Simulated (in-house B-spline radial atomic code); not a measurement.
# Ni²⁶⁺: RPA and GW calculation

Ni²⁶⁺, configuration 1s2. Computed at this level: RPA, second-order and SOSEX correlation energies and G0W0 (contour deformation) on a non-relativistic mean field, all electrons, B-spline basis (in-house B-spline radial atomic code).

## Input
```
Z = 28
electrons = 2.0
configuration = 1s2
hamiltonian = nr
method = bhandhlyp
lmax = 9
spin_polarised = False
box_radius = 3.38
intervals = 45
ion_configuration = 1s1
```

Hardware: 1 thread of Arm Neoverse V1, 24 GiB of memory available, shared host.

Launched within a batch (the task file carries these settings):
```bash
python <driver script> task.json out
```

The program writes its results to a structured record and prints no log; tables and figures of this report are taken from that record.

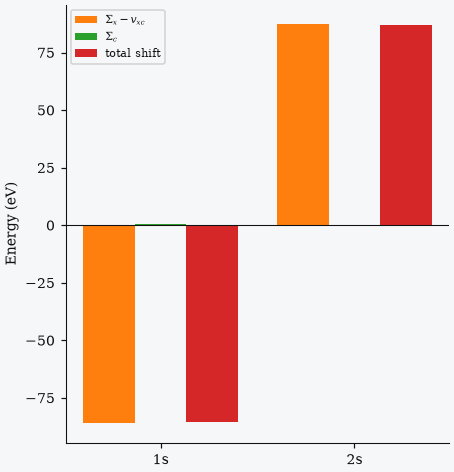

**Figure 1.** Parts of the G₀W₀ correction to each level for Ni²⁶⁺ (1s²). All-electron spherical atom, non-relativistic, BHandHLYP start, no spin-orbit coupling, Breit or QED terms; computed with a B-spline radial code. The quasi-particle equation is solved at full frequency; levels of low quasi-particle weight Z are left out. Σ columns are in eV, and Σc holds an estimate for the angular momenta beyond the basis. G₀W₀ moves the highest occupied level, 1s, from −10109.3 to −10194.8 eV (renormalisation factor Z = 1.00). The empty level 2s goes from −2455.7 to −2368.7 eV.

| Level | Mean field (eV) | Σx − vxc (eV) | Σc (eV) | Z | G₀W₀ (eV) |
| --- | --- | --- | --- | --- | --- |
| 1s | −10109.3 | −85.9 | 0.5 | 1.00 | −10194.8 |
| 2s | −2455.7 | 87.2 | −0.2 | 1.00 | −2368.7 |

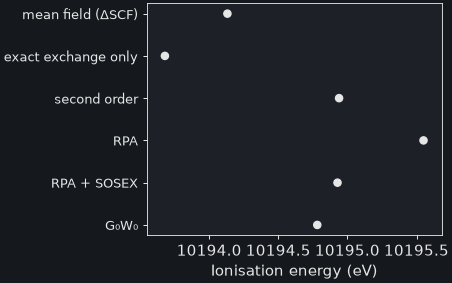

**Figure 2.** Ionisation energy of Ni²⁶⁺ (1s² → 1s). Differences of total energies, each species on its own start, beside the G₀W₀ level.

| Method | Ionisation energy (eV) |
| --- | --- |
| mean field (ΔSCF) | 10194.13 |
| exact exchange only | 10193.68 |
| second order | 10194.94 |
| RPA | 10195.55 |
| RPA + SOSEX | 10194.93 |
| G₀W₀ | 10194.78 |

The values run from 10193.68 eV (exact exchange only) to 10195.55 eV (RPA). The tabulated theoretical value is 10288.88 eV, off the plot; all methods lie below it by about 94 eV, far more than they differ, so the miss comes from what they share: relativity is left out.

## Summary

```
                                                                   quantity               value
                                                                    outcome           converged
                                                    mean-field total energy  −766.58916 hartree
                                     total energy with exact exchange alone  −766.61067 hartree
                                                      exact exchange energy   −17.27299 hartree
RPA correlation, extrapolated in the angular momentum of the empty orbitals    −0.09178 hartree
                                                 RPA correlation, as summed    −0.09168 hartree
                                                   direct second-order term    −0.09262 hartree
                                                 second-order exchange term     0.04631 hartree
                                                                 SOSEX term     0.04589 hartree
                                                                  wall time               0.6 s
```

## Remarks

To bear in mind: relativity is absent.
